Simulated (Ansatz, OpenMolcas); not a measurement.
# From BF3 to BCl3: predicting a member

On one B centre, n of the F ligands are replaced by Cl. The HOMO–LUMO gap y in eV at wB97X-V/def2-TZVPP. Shapes, held fixed at every level: PBE0-D4/def2-TZVP. Programs: Ansatz 0.2.0.

| molecule | n | y (eV) |
| --- | --- | --- |
| BF3 | 0 | 16.99 |
| BClF2 | 1 | ? |
| BCl2F | 2 | 13.19 |
| BCl3 | 3 | 12.10 |

Question: Fit y = c + s·n to the known rows and predict BClF2.

Answer: 
1. Means of the 3 rows: n = 1.66667, y = 14.093.
2. Σ(Δn)² = 4.6667, Σ(Δn·Δy) = -7.7867, so the slope is -7.7867/4.6667 = -1.6686.
3. Intercept: 14.093 − (-1.6686) × 1.66667 = 16.874. The largest residual of the fit is 0.35.
4. BClF2: 16.874 + (-1.6686) × 1 = 15.21 eV.

The run gave 14.56 eV, so the prediction is off by +0.65 eV, more than the scatter of the fit. The step per swap changes from -2.43 to -1.09 eV along the series, so a line misses the bend. Other levels give for BClF2: SPW92/def2-TZVPP 6.91; B3LYP/6-31G* (Cartesian functions) 9.36; r2SCAN0-D4/def2-TZVPP 10.25 eV. Orbital gaps aren't excitation energies, and the LUMO depends on the basis.

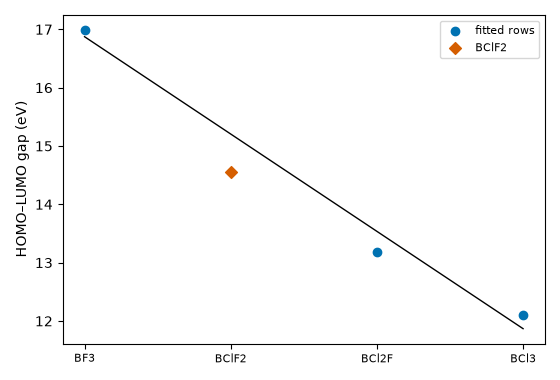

The fitted line, with the withheld member.
